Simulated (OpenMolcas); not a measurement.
Single-point calculation, with input and output: C₂H₄S (charge +1) (part 2 of 2)

C₂H₄S, charge +1, multiplicity 2; CASPT2/ANO-L-VDZP (OpenMolcas 26.06). The geometry is that of the parent species in another charge or spin state. The geometry comes from this level: PBE0-D4/def2-TZVP.

Geometry of the input (Å):
```
C  -0.5158  0.1235  -0.5202
C  0.6008  -0.0361  0.4355
S  -0.8981  -0.9236  0.8951
H  -0.4487  -0.3884  -1.4733
H  -1.0320  1.0762  -0.5473
H  0.8553  0.8065  1.0681
H  1.4386  -0.6582  0.1421
```

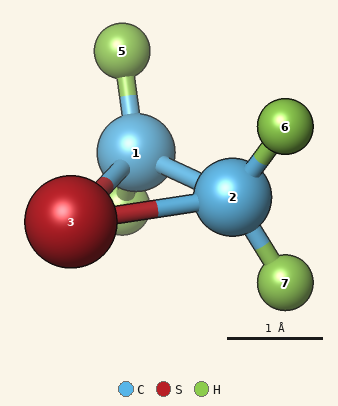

The structure as given in the input (ball-and-stick view, seen at an oblique angle; atoms are numbered from 1 in the order of the input).

Log, continued
```
          iter iter root      energy       change     param      element    value   shift minimum  type update hh:mm:ss
 Nr of preliminary CI iterations:   1
 ###############################################################################
 ###    WARNING: Large orbital rotation.                                     ###
 ###############################################################################
      Molecular orbital  17 of symmetry 1 MO space 2  weight is    0.110053
        1   1   44    1  -474.93531492    0.00E+00   5.39E-01*  14  21 1  1.26E-01*  0.93   0.00    SX    NO    0:00:00
        2   1   11    1  -475.05452976   -1.19E-01* -9.17E-02   10  16 1 -7.30E-02*  0.72   0.00    SX    NO    0:00:00
        3   1   13    1  -475.09685565   -4.23E-02*  9.44E-02   15  16 1 -5.28E-02*  0.61   0.00    SX    NO    0:00:00
        4   1   16    1  -475.12113772   -2.43E-02*  1.02E-01*  15  16 1 -5.62E-02*  0.54   0.00    SX    NO    0:00:00
        5   1   13    1  -475.14155796   -2.04E-02*  3.69E-01*  15  16 1 -6.11E-02*  0.47   2.50    QN   YES    0:00:00
        6   1   34    1  -475.20981587   -6.83E-02* -2.94E-01*  15  16 1 -6.25E-02*  0.31   1.91    QN   YES    0:00:00
        7   1   23    1  -475.24301395   -3.32E-02* -1.08E-01*  10  16 1  6.92E-02*  0.29   1.19    QN   YES    0:00:00
        8   1   13    1  -475.25290748   -9.89E-03* -1.67E-01*  10  16 1  7.29E-02*  0.28   2.50    QN   YES    0:00:00
        9   1   15    1  -475.27183517   -1.89E-02* -1.26E-01*  10  16 1  6.18E-02*  0.27   2.50    LS   YES    0:00:00
       10   1   15    1  -475.28087034   -9.04E-03* -1.21E-01*  10  16 1  5.17E-02*  0.26   2.05    QN   YES    0:00:00
       11   1   17    1  -475.29016289   -9.29E-03* -1.01E-01*  10  16 1  3.25E-02*  0.25   2.50    LS   YES    0:00:00
       12   1   16    1  -475.29451758   -4.35E-03* -6.36E-02   16  21 1 -1.71E-02*  0.25   2.03    QN   YES    0:00:00
       13   1   15    1  -475.29870493   -4.19E-03* -5.24E-02   16  21 1 -1.52E-02*  0.24   2.16    LS   YES    0:00:00
       14   1   15    1  -475.30040258   -1.70E-03* -4.51E-02   16  21 1 -1.27E-02*  0.24   1.49    QN   YES    0:00:00
       15   1   19    1  -475.30219902   -1.80E-03* -3.57E-02   14  16 1  6.96E-03*  0.24   1.93    LS   YES    0:00:00
       16   1   19    1  -475.30272657   -5.28E-04* -2.50E-02   14  21 1  8.10E-03*  0.24   1.17    QN   YES    0:00:00
       17   1   13    1  -475.30333221   -6.06E-04* -2.22E-02   14  21 1  5.32E-03*  0.24   2.00    LS   YES    0:00:00
       18   1   17    1  -475.30353407   -2.02E-04* -9.95E-03   15  17 1  4.61E-03*  0.24   1.13    QN   YES    0:00:00
       19   1   15    1  -475.30364838   -1.14E-04* -6.37E-03   15  17 1  2.47E-03*  0.24   1.66    LS   YES    0:00:00
       20   1   15    1  -475.30367014   -2.18E-05* -5.11E-03   15  17 1  1.12E-03*  0.24   1.04    QN   YES    0:00:00
       21   1   14    1  -475.30368653   -1.64E-05* -3.28E-03   15  19 1  4.23E-04*  0.24   1.29    QN   YES    0:00:00
       22   1   11    1  -475.30369030   -3.77E-06* -1.32E-03   14  17 1  3.10E-04*  0.24   1.33    QN   YES    0:00:00
       23   1   10    1  -475.30369104   -7.40E-07*  5.22E-04   14  17 1  1.84E-04*  0.24   1.32    QN   YES    0:00:00
       24   1    9    1  -475.30369120   -1.66E-07* -1.94E-04   15  17 1 -6.83E-05   0.24   1.35    QN   YES    0:00:00
       25   1    8    1  -475.30369124   -3.80E-08* -9.74E-05   15  17 1 -2.16E-05   0.24   1.25    QN   YES    0:00:00
       26   1    7    1  -475.30369125   -5.46E-09  -3.65E-05   15  31 1  1.00E-05   0.24   1.26    QN   YES    0:00:00
      Convergence after 26 iterations
       27   1    7    1  -475.30369125   -7.62E-10  -3.65E-05   15  31 1  4.01E-06   0.24   1.26    QN   YES    0:00:00

      ************************************************************************************************************************
                                                      Wave function printout:
                       occupation of active orbitals, and spin coupling of open shells (u,d: Spin up or down)
      ************************************************************************************************************************

      Note: transformation to natural orbitals
      has been made, which may change the order of the CSFs.

      printout of CI-coefficients larger than  0.05 for root  1
      energy=    -475.303691
      conf/sym  11     Coeff  Weight
             1  u0   1.00000 1.00000

      Natural orbitals and occupation numbers for root  1
      sym 1:   1.000000   0.000000

      ************************************************************************************************************************
      *                                                    Final results                                                     *
      ************************************************************************************************************************

++    Final optimization conditions:
      ------------------------------

      Average CI energy                            -475.30369125
      RASSCF energy for state  1                   -475.30369125
      Super-CI energy                                -0.00000000
      RASSCF energy change                           -0.00000000
      Max change in MO coefficients              -1.131E-04
      Max non-diagonal density matrix element    -3.650E-05
      Maximum BLB matrix element                  4.012E-06
      (orbital pair  15,  31 in symmetry   1)
      Norm of electronic gradient            1.197E-05
--

      Final state energy(ies):
      ------------------------

::    RASSCF root number  1 Total energy:   -475.30369125
      Von Neumann Entropy (Root   1) =  0.50000

      Mulliken population analysis for root number:  1
      -----------------------------------------------

++    Molecular charges:
      ------------------

      Mulliken charges per centre
      ---------------------------

                C1      C2      S3      H4      H5      H6      H7
      Total    5.9001  5.9001 15.4955  0.9261  0.9261  0.9261  0.9261

      N-E      0.0999  0.0999  0.5045  0.0739  0.0739  0.0739  0.0739

      Total electronic charge=   31.000000

      Total            charge=    1.000000
--

      Expectation values of various properties for root number:  1
      -----------------------------------------------------------

++    Molecular properties:
      ---------------------

      Charge (e):
                      =    1.0000
      Dipole Moment (debye):
      Origin of the operator (angstrom)=   -0.4479   -0.4606    0.4464
                   X=  7.5444E-01               Y=  7.7584E-01               Z= -7.5191E-01           Total=  1.3178E+00
      Center of Charge (angstrom)
                     X=   -0.29082341               Y=   -0.29908042               Z=    0.28983599
      Quadrupole Moment (debye*angstrom):
      Origin of the operator (angstrom)=   -0.4479   -0.4606    0.4464
                  XX= -1.9288E+01              XY=  6.9392E-01              XZ= -4.3947E-01              YY= -1.9565E+01
                  YZ= -7.7760E-01              ZZ= -1.9380E+01
      In traceless form (debye*angstrom)
                  XX=  1.8417E-01              XY=  1.0409E+00              XZ= -6.5920E-01              YY= -2.3081E-01
                  YZ= -1.1664E+00              ZZ=  4.6643E-02
--

      Mulliken spin population analysis for root number:  1
      ---------------------------------------------------

++    Molecular charges:
      ------------------

      Mulliken spin population per centre
      ---------------------------

                C1      C2      S3      H4      H5      H6      H7
      Total    0.0110  0.0110  0.9540  0.0060  0.0060  0.0060  0.0060

      Total electronic spin=    1.000000
--

      LoProp population analysis for root number:  1
      -----------------------------------------------

++    LoProp analysis:
      ----------------

++    Static properties:
      ------------------

      LoProp Charges per center

                   C1       C2       S3       H4       H5       H6       H7
      Nuclear      6.0000   6.0000  16.0000   1.0000   1.0000   1.0000   1.0000
      Electronic  -6.2021  -6.2021 -15.3520  -0.8109  -0.8109  -0.8109  -0.8109

      Total       -0.2021  -0.2021   0.6480   0.1891   0.1891   0.1891   0.1891
--

      Natural Bond Order analysis for root number:  1

++    Natural Bond Order analysis
      ---------------------------
      Based on LoProp computed density
      -------------------------------------------------------------------------------------
      Atom A       Atom B       Bond Order
      -------------------------------------------------------------------------------------
      NBO located      0.997 non-bonded electrons on atom C1
      NBO located      0.997 non-bonded electrons on atom C2
      NBO located      0.908 non-bonded electrons on atom S3
      NBO located      0.997 non-bonded electrons on atom S3
      NBO located      1.000 non-bonded electrons on atom S3
      NBO located      1.000 non-bonded electrons on atom S3
      NBO located      1.000 non-bonded electrons on atom S3
      NBO located      1.000 non-bonded electrons on atom S3
      The remaining   10.114 electrons are to be considered as diffuse
--

--

      Average orbitals are written to the RASORB file
      Natural orbitals for root   1 are written to the RASORB.1 file
      Spin density orbitals for root   1 are written to the SPDORB.1 file

--- Stop Module: rasscf /rc=_RC_ALL_IS_WELL_ ---
--- Module rasscf spent 2 seconds ---

--- Start Module: caspt2 ---

                                              &CASPT2

                       available to each process: 1.9 GB of memory, 1 thread

++    Wave function specifications:
      -----------------------------

      Number of closed shell electrons          16
      Number of electrons in active shells       1
      Max number of holes in RAS1 space          0
      Max number of electrons in RAS3 space      0
      Number of inactive orbitals                8
      Number of active orbitals                  2
      Number of secondary orbitals              49
      Spin quantum number                      0.5
      State symmetry                             1
      Number of CSFs                             2
      Number of CASSCF root(s) available         1
      CASPT2 state passed to geometry opt.       1
      A file JOBMIX will be created
      This is a CASSCF or RASSCF reference function
--

++    Orbital specifications:
      -----------------------

      Symmetry species                           1
                                                 a
      Frozen orbitals                            7
      Inactive orbitals                          8
      Active orbitals                            2
      Secondary orbitals                        49
      Deleted orbitals                           0
      Number of basis functions                 66
--

++    CASPT2 specifications:
      ----------------------

      Type of calculation                        SS-CASPT2
      Fock operator                              state-specific
      IPEA shift                                 0.25
      Real shift                                 0.00
      Imaginary shift                            0.20
      The input orbitals will be transformed to quasi-canonical
--

--------------------------------------------------------------------------------
 Estimated memory requirements:
  POLY3 :                   250056
  RHS:                      352124
  SIGMA :                   338200
  PRPCTL:                        0
 Available workspace:    232488193

++ CASPT2 computation for group   1

********************************************************************************
 Multi-State initialization phase begins for group   1
--------------------------------------------------------------------------------
********************************************************************************
 Compute H0 matrices for state    1
--------------------------------------------------------------------------------
--------------------------------------------------------------------------------
 H0 matrices have been computed.

********************************************************************************
  CASPT2 EQUATION SOLUTION
--------------------------------------------------------------------------------

  Total nr of CASPT2 parameters:
   Before reduction:      130295
   After  reduction:      104257

 Variance of |WF0>:       1.0714466941

 The contributions to the second order correlation energy in atomic units.
-----------------------------------------------------------------------------------------------------------------------------
  IT.      VJTU        VJTI        ATVX        AIVX        VJAI        BVAT        BJAT        BJAI        TOTAL       RNORM
-----------------------------------------------------------------------------------------------------------------------------
   1    -0.000301   -0.003698    0.000000   -0.011690   -0.034466    0.000000   -0.026354   -0.294435   -0.370943    0.010342
   2    -0.000317   -0.003891    0.000000   -0.011804   -0.034902    0.000000   -0.026385   -0.294748   -0.372047    0.001422
   3    -0.000318   -0.003893    0.000000   -0.011807   -0.034896    0.000000   -0.026384   -0.294739   -0.372037    0.000284
   4    -0.000318   -0.003895    0.000000   -0.011804   -0.034884    0.000000   -0.026384   -0.294734   -0.372019    0.000030
   5    -0.000318   -0.003895    0.000000   -0.011804   -0.034885    0.000000   -0.026383   -0.294734   -0.372019    0.000005
-----------------------------------------------------------------------------------------------------------------------------

  FINAL CASPT2 RESULT:

      Reference energy:        -475.3036912479
      E2 (Non-variational):      -0.3720194886
      Shift correction:          -0.0027116406
      E2 (Variational):          -0.3747311292
      Total energy:            -475.6784223771
      Residual norm:              0.0000007450
      Reference weight:           0.86974

      Contributions to the CASPT2 correlation energy
      Active & Virtual Only:          0.0000000006
      One Inactive Excited:          -0.0385056382
      Two Inactive Excited:          -0.3335138510

++ Denominators, etc.
--------------------------------------------------------------------------------------------------------------
 Report on small energy denominators, large coefficients, and large energy contributions.
CASE  SYMM ACTIVE-MIX  NON-ACTIVE INDICES          DENOMINATOR     RHS VALUE       COEFFICIENT     CONTRIBUTION
BJAIM    1  Se1.020 In1.014 Se1.023 In1.015         1.51752965     -0.03819680      0.02566914     -0.00098048
--

   (Skipping property calculation,
    use PROP keyword to activate)
--

  Total CASPT2 energies:
::    CASPT2 Root  1     Total energy:   -475.67842238

  A NEW JOBIPH FILE NAMED 'JOBMIX' IS PREPARED.
********************************************************************************
--- Stop Module: caspt2 /rc=_RC_ALL_IS_WELL_ ---

.##################.
.# Happy landing! #.
.##################.

    Timing: Wall=4.67 User=4.25 System=0.41
```

Key numbers

```tsv
quantity	value
outcome	converged
total energy	−475.678422 hartree
CASSCF energy	−475.303691 hartree
basis functions	66
hardware	1 thread of Arm Neoverse V2, 24 GiB of memory available, shared host
wall time	5.1 s
peak memory	0.083 GiB
```
